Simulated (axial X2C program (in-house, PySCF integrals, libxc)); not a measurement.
# FBe: bond curves with and without spin–orbit coupling

Aim: find the lowest determinant of FBe, scan the bond at several levels and fit the constants, once spin-free and once with spin–orbit coupling.

Method: all-electron X2C, F dyall-av3z, Be dyall-cv3z; program: an in-house X2C program for linear molecules on PySCF integrals.

All values are calculated.

## Step 1: Set-up

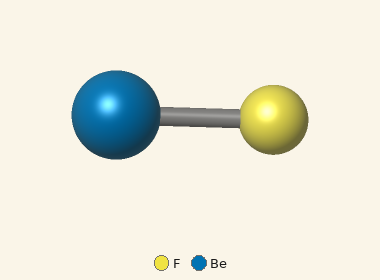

The two atoms at 1.660 Å (fluorine yellow, beryllium blue).

Contents of task.json:

```json
{"zs": [9, 4], "q": 0, "bas": ["dyall-av3z", "dyall-cv3z"], "levels": ["PBE0", "HF", "TPSS"], "cc": true, "r0": 1.66, "thr": -2.0, "nmax": 90, "npts": 10, "nst": 2, "ntry": 6}
```

Keys: zs atomic numbers; q charge; bas basis sets; levels methods (HF also brings MP2); cc coupled cluster on or off; r0 starting distance in Å; thr threshold in hartree for freezing inner shells (an s shell follows its p shell); nmax most natural virtual spinors; npts points asked for on the curve; nst determinants followed; ntry starts of the search.

Run with:

```
$ python so2c.py task.json out
```

Spin-free means the one-electron spin-free X2C Hamiltonian; two-component (2c) means X2C with spin–orbit coupling and atomic mean-field two-electron Coulomb and Gaunt terms. Basis: F dyall-av3z contracted to [7s6p3d2f], Be dyall-cv3z contracted to [8s8p3d1f]; Gaussian nuclei, density fitting. Masses: F 18.998 u, Be 9.012 u.

Notation: σ, π±, δ± give the projection m of an orbital's angular momentum (0, ±1, ±2), α and β its spin, Λ and M_S the sums; ω is the projection of a spinor's total angular momentum and Ω the sum. Logs are in hartree.

After this run come: PBE0, spin-free; HF, spin-free; TPSS, spin-free; Correlated methods, spin-free; PBE0, 2c; HF, 2c; TPSS, 2c; MP2 and beyond, 2c.

What does the calculation give? Wanted: for each run, Hamiltonian; Re; ωe; De; μ.

**Answer**, as computed:

Lowest determinant that the search found at its distance, spin-free: M_S = 1/2, Λ = 0 (beyond closed shells: σα).

Lowest determinant that the search found at its distance, 2c: Ω = 1/2 (excess of +ω over −ω: ω = 1/2).

```csv
Hamiltonian,level,Re (Å),ωe (cm⁻¹),De (eV),μ (D)
spin-free,PBE0,1.363,1258,6.11,1.18
spin-free,HF,1.353,1306,4.96,1.24
spin-free,MP2,1.375,1232,6.40,n/a
spin-free,CCSD,1.368,1255,5.62,n/a
spin-free,CCSD(T),1.372,1243,5.75,n/a
spin-free,TPSS,1.374,1218,6.11,1.14
2c,PBE0,1.363,1258,6.11,1.18
2c,HF,1.353,1306,4.95,1.24
2c,MP2,1.376,1232,6.39,n/a
2c,CCSD,1.368,1255,5.61,n/a
2c,CCSD(T),1.372,1242,5.74,n/a
2c,TPSS,1.375,1218,6.11,1.14
```

Dipoles are positive if Be is the positive end.

**Reading.** At CCSD(T), going from spin-free to two-component changes Re by 0 mÅ, ωe by 0.0 %, which is small (part of it comes from the scalar share of the two-electron terms). De moves by -0.02 eV; both De rest on single-determinant atoms, which can miss part of an open shell's spin–orbit lowering.

De refers to F + Be, each in the lowest determinant found, which need not be this curve's own limit. The state is a single determinant with fixed occupations, the lowest that a limited PBE0 search found. De is counted from the lowest determinant-based energies of the atoms at the same level, without counterpoise correction. Density functionals use the spin component along the axis (collinear). CCSD and (T) use frozen natural virtuals with an MP2 correction for the truncation. The meta-GGAs lack a current-density term, which matters for open shells with orbital currents, atoms included.
